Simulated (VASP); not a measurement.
Band structure of Tc (relaxed from the beta-Sn structure, space group I4_1/amd). Method: PBEsol GGA, VASP's PBE PAW potentials (set 64) (plane waves; VASP 6.6.1).

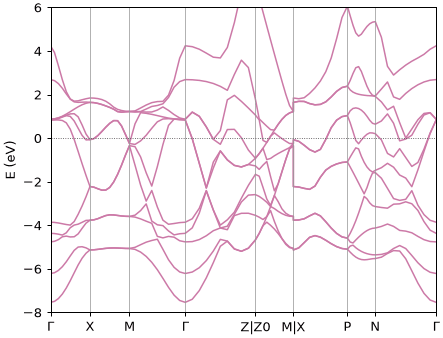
Fig. 1. Bands along high-symmetry lines, zero at the valence-band maximum or, without a gap, the Fermi level

**Question.** Read the plot: is there a gap, and where are the band edges?

**Answer.** It has no gap at this level: it comes out as a metal or semimetal. (Edges off the drawn lines would not show.)

The structure was generated: Tc was put into the beta-Sn type (I4_1/amd), which need not be its known phase. It was relaxed first.
